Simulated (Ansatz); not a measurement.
# doublet SiH2O+ at 6 levels

Aim: a comparison of 6 runs (U-wB97M-V/STO-3G, UB3LYP/STO-3G, UCAM-B3LYP/STO-3G, UHSE06/STO-3G, UCCSDT(Q)/STO-3G, UCCSD(T)/STO-3G) of doublet SiH2O+. 

The results are computed with Ansatz 0.2.0.

61 further runs of the same task are left out: 9 that didn't finish, 52 set aside as unsound or not needed.

## Step 1: The structure to begin with

SiH2O+ has 4 atoms, charge +1, and is taken as a doublet. As SMILES of the parent species, `O=[SiH2]`. Geometry: relaxed at PBE0-D4/def2-TZVP. That shape belongs to the parent species and isn't relaxed for this state.

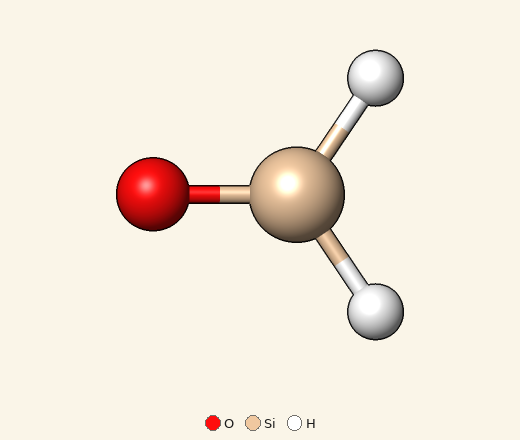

The structure, seen from a chosen angle (oxygen red, silicon light orange, hydrogen white).

## Step 2: A single-point energy at U-wB97M-V/STO-3G (run 1)

File run.yaml:

```yaml
basis:
  gaussian:
    orbitals: STO-3G
crystal:
  periodic: [false, false, false]
  atoms:
    - {symbol: O, position_ang: [-0.283200, 0.413500, 1.469500]}
    - {symbol: Si, position_ang: [-0.006700, 0.009800, 0.034900]}
    - {symbol: H, position_ang: [0.439900, -1.346000, -0.376200]}
    - {symbol: H, position_ang: [-0.150000, 0.922700, -1.128300]}
magnetization:
  spin_polarized: true
  initial_magnetization: 1
hamiltonian:
  xc: {name: wB97M-V}
total_charge: 1
accuracy: high
```

Launch:

```bash
$ ansatz run run.yaml --threads 1 --pin off --max-ram 2610MiB --events-out events.jsonl --progress --plain --runs-dir runs
```

Standard output:

```text
Warning: RAYON_NUM_THREADS=1 ignored (pool sized by the plan → 1); use --threads N
Functional definition: wB97M-V
  name "wB97M-V"
  parameter omega = 0.3/bohr
  parameter cx = 0.15
  parameter cx01 = 1.007
  parameter cx10 = 0.259
  parameter css00 = 0.443
  parameter css04 = -1.437
  parameter css10 = -4.535
  parameter css20 = -3.390
  parameter css43 = 4.278
  parameter cos00 = 1.000
  parameter cos10 = 1.358
  parameter cos20 = 2.924
  parameter cos21 = -8.812
  parameter cos60 = -1.390
  parameter cos61 = 9.142
  parameter b = 6.0
  parameter c = 0.01
  gx(w, u) = 1 - cx + cx01*u + cx10*w
  gss(w, u) = css00 + css04*u^4 + css10*w + css20*w^2 + css43*w^4*u^3
  gos(w, u) = cos00 + cos10*w + (cos20 + cos21*u)*w^2 + (cos60 + cos61*u)*w^6
  exchange = spin_sum(e_x_unif_sr(omega)*gx(b97_w, b97_u_x)) + cx*exact_x_sr(omega) + exact_x_lr(omega)
  correlation = spin_sum(e_c_pw_mod_same_spin*gss(b97_w, b97_u_same))
      + integral(e_c_pw_mod_opposite_spin*gos(b97_w_opposite, b97_u_opposite)) + vv10(b, c)
267 factors; integrals over basis functions are off by at most 2.6e-8 eV
117 factors; integrals over basis functions are off by at most 9.2e-10 eV
mean field evaluation 1: about -9810.9530 eV, gradient 3.8e1 eV
mean field evaluation 2: about -9723.9745 eV, gradient 1.3e2 eV
mean field evaluation 4: about -9827.0395 eV, gradient 1.6e1 eV
mean field evaluation 8: about -9828.6902 eV, gradient 1.7e-1 eV
mean field evaluation 16: about -9828.6912 eV, gradient 1.3e-4 eV
mean field -9828.69119054 eV, -361.1977391261 hartree, gradient 7.1e-8 eV, S^2 0.759978; 2 other end points of the search recorded, 0 dependent functions left out
reference -9828.69119252 eV, -361.1977391988 hartree; 12, 11 occupied and 4, 5 virtual orbitals, 267 factors
Total energy: -9828.69119252 eV, -361.1977391988 hartree
```

Run time: 18 s. Hardware: 1 thread of Arm Neoverse V1, shared host; peak memory 0.41 GiB.

## Step 3: The energy at UB3LYP/STO-3G (run 2)

File molecule.yaml:

```yaml
crystal:
  periodic: [false, false, false]
  atoms:
    - {symbol: O, position_ang: [-0.283200, 0.413500, 1.469500]}
    - {symbol: Si, position_ang: [-0.006700, 0.009800, 0.034900]}
    - {symbol: H, position_ang: [0.439900, -1.346000, -0.376200]}
    - {symbol: H, position_ang: [-0.150000, 0.922700, -1.128300]}
basis:
  gaussian:
    orbitals: STO-3G
total_charge: 1
magnetization:
  spin_polarized: true
  initial_magnetization: 1
hamiltonian:
  xc: {name: B3LYP}
accuracy: high
```

Launch:

```bash
$ ansatz run molecule.yaml --threads 1 --pin off --max-ram 2610MiB --events-out events.jsonl --progress --plain --runs-dir runs
```

Standard output:

```text
Warning: RAYON_NUM_THREADS=1 ignored (pool sized by the plan → 1); use --threads N
Functional definition: B3LYP
  name "B3LYP"
  parameter a0 = 0.2
  parameter ax = 0.72
  parameter ac = 0.81
  exchange = (1 - a0 - ax)*slater_x + ax*b88_x + a0*exact_x
  correlation = (1 - ac)*vwn_rpa_c + ac*lyp_c
267 factors; integrals over basis functions are off by at most 2.6e-8 eV
mean field evaluation 1: about -9809.1661 eV, gradient 3.9e1 eV
mean field evaluation 2: about -9617.5646 eV, gradient 1.4e2 eV
mean field evaluation 4: about -9822.4599 eV, gradient 3.0e1 eV
mean field evaluation 8: about -9828.0852 eV, gradient 4.0e-2 eV
mean field evaluation 16: about -9828.0587 eV, gradient 1.3e-5 eV
mean field -9828.05873796 eV, -361.1744969227 hartree, gradient 2.4e-8 eV, S^2 0.760009; 2 other end points of the search recorded, 0 dependent functions left out
reference -9828.05876053 eV, -361.1744977520 hartree; 12, 11 occupied and 4, 5 virtual orbitals, 267 factors
Total energy: -9828.05876053 eV, -361.1744977520 hartree
```

It took 1.6 s on 1 thread of Arm Neoverse V1, shared host; peak memory 0.12 GiB.

Runs 3 to 5 aren't shown in full; the table further down has their settings and results.

## Step 4: A single-point energy at UCCSD(T)/STO-3G (run 6)

File run.yaml:

```yaml
crystal:
  periodic: [false, false, false]
  atoms:
    - {symbol: O, position_ang: [-0.283200, 0.413500, 1.469500]}
    - {symbol: Si, position_ang: [-0.006700, 0.009800, 0.034900]}
    - {symbol: H, position_ang: [0.439900, -1.346000, -0.376200]}
    - {symbol: H, position_ang: [-0.150000, 0.922700, -1.128300]}
basis:
  gaussian: {orbitals: STO-3G}
magnetization: {spin_polarized: true, initial_magnetization: 1}
total_charge: 1
accuracy: high
correlation: {method: ccsd_t, frozen_orbitals: {H: 0, O: 1, Si: 5}}
scf: {omitted_lower_state_checks: [cluster_reference, increment]}
```

Launch:

```bash
$ ansatz run run.yaml --threads 1 --pin off --max-ram 2610MiB --events-out events.jsonl --progress --plain --runs-dir runs
```

Standard output (excerpt; [...] marks lines left out):

```text
Warning: RAYON_NUM_THREADS=1 ignored (pool sized by the plan → 1); use --threads N
Functional definition: HF
  name "HF"
[...]
267 factors; integrals over basis functions are off by at most 2.6e-8 eV
[...]
mean field -9805.22454950 eV, -360.3353559742 hartree, gradient 7.1e-8 eV, S^2 0.770766; 4 other end points of the search recorded, 0 dependent functions left out
6 core orbitals not correlated: weight in the atoms' cores, before any rotation towards them, 1.000 or more for the frozen orbitals, at most 0.000 for the correlated occupied ones
reference -9805.22454950 eV, -360.3353559742 hartree; 6, 5 occupied and 4, 5 virtual orbitals, 267 factors
second order -1.74042988 eV of doubles, -0.00000000 eV of singles
cycle   1  -2.04121217 eV  change   -3.0e-1 eV  update   9.0e-2
[...]
cycle  26  -2.44964894 eV  change   5.7e-10 eV  update   1.3e-9
perturbative correction -0.13103851 eV, -0.0048155764 hartree
Total energy: -9807.80523695 eV, -360.4301944888 hartree
Checks for a lower state left out: cluster_reference, increment
```

It took 0.24 s on 1 thread of Arm Neoverse V1, shared host.

## Step 5: The series

| run | level | frozen core orbitals | energy (Eh) | ⟨S²⟩ | wall time |
| --- | --- | --- | --- | --- | --- |
| 1 | U-wB97M-V/STO-3G | – | -361.197739 | 0.760 | 18 s |
| 2 | UB3LYP/STO-3G | – | -361.174498 | 0.760 | 1.6 s |
| 3 | UCAM-B3LYP/STO-3G | – | -361.118640 | 0.761 | 1.8 s |
| 4 | UHSE06/STO-3G | – | -360.976650 | 0.761 | 1.9 s |
| 5 | UCCSDT(Q)/STO-3G | 6 | -360.431630 | 0.771 | 0.68 s |
| 6 | UCCSD(T)/STO-3G | 6 | -360.430194 | 0.771 | 0.24 s |

## Step 6: Summary of results

```
                                          quantity          value
                               run 6: total energy  -360.43019 Eh
run 6: correlation energy (6 core orbitals frozen)      -94.8 mEh
                             run 6: (T) correction      -4.82 mEh
          run 6: ⟨S²⟩ of the reference determinant          0.771
                              run 6: T1 diagnostic          0.035
```

**Reading.** Totals of different functionals can't be ranked against each other. In runs 1, 2, 3, 4, 5, 6 the basis is minimal, so the values are rough. All runs together took 24 s, the longest 18 s.
